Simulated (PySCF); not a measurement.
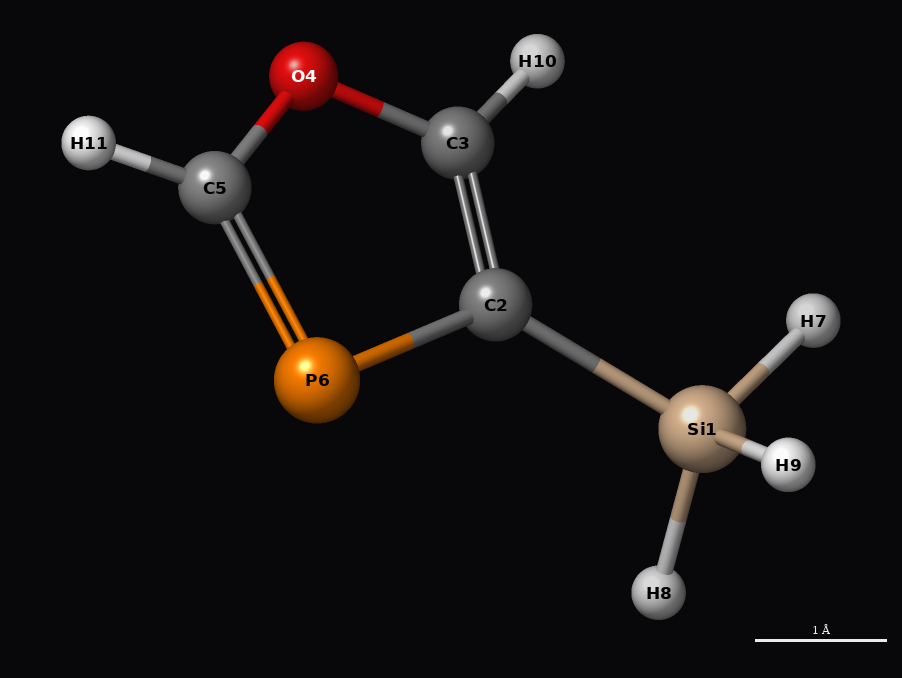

The geometry was computed by an optimisation with GFN2-xTB. No frequency run is at hand to confirm it as a minimum.

What is the geometry at P6?

P6 has 2 neighbours (C2 at 1.78, C5 at 1.71 Å); the arrangement is bent.

How are the neighbours of atom 5 arranged?

C5 has 3 neighbours (O4 at 1.34, P6 at 1.71, H11 at 1.08 Å); the arrangement is trigonal planar.

Describe the coordination of atom 1.

Si1 has 4 neighbours (C2 at 1.88, H7 at 1.46, H8 at 1.46, H9 at 1.46 Å); the arrangement is tetrahedral.

How are the neighbours of atom 3 arranged?

C3 has 3 neighbours (C2 at 1.36, O4 at 1.33, H10 at 1.08 Å); the arrangement is trigonal planar.

What is the dihedral angle C3–O4–C5–P6?

0° in size, that is syn (eclipsed).
